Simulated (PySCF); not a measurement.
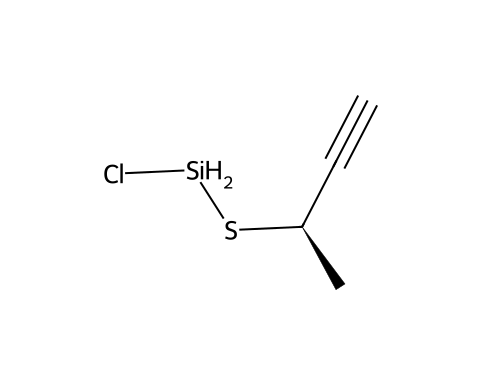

Computed geometry: GFN2-xTB optimisation. No frequency run is at hand to confirm it as a minimum. Level of theory: CAM-B3LYP/def2-SVPD, gas phase (PySCF 2.14.0). Excitations: vertical, linear response.

> Estimate the lowest vertical singlet excitation.

5.25 eV.

> What is the mean static polarisability?

104.4 bohr³.

> What is the dipole moment?

0.79 D.

> Give the HOMO energy (Kohn–Sham orbital) at this level.

−8.52 eV.

The geometry is semi-empirical. Around Si such bond lengths and angles can be off by a tenth of an ångström or more and by several degrees, and values that hang on the shape move with them.
